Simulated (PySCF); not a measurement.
```xyz
2

Be    0.0000    0.0000   -0.9312
F     0.0000    0.0000    0.4418
```

The calculation used PBE0/def2-TZVP, non-relativistic Hamiltonian with scalar-relativistic core potentials where named, at a bond length of 1.373 Å in PySCF.

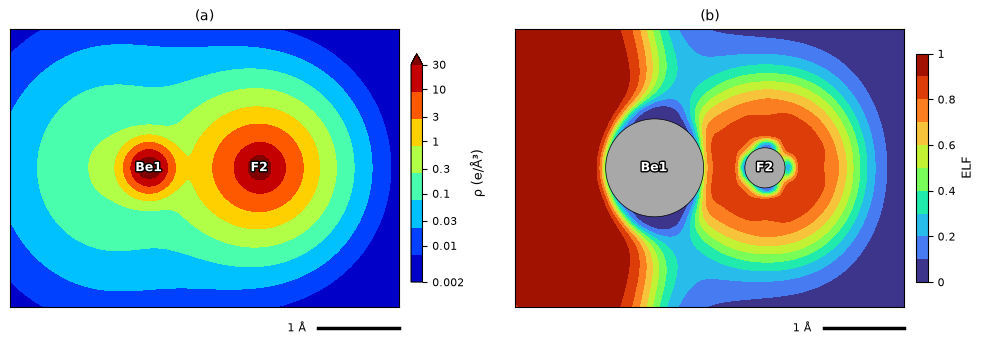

BeF (doublet). (a) electron density; (b) ELF on a plane that holds the molecular axis. Grey discs cover the atomic cores in the ELF map.

**Describe what can be read from this map.**

The plane passes through Be and F nuclei. Be–F (1.37 Å): ρ at the midpoint is about 1.7 e/Å³; the ELF peaks at about 0.85 in the valence shell of F, 0.5 Å from its nucleus, and is about 0.75 at the midpoint. The ELF also peaks beside F2, away from the bonds: non-bonding electrons, paired or unpaired.
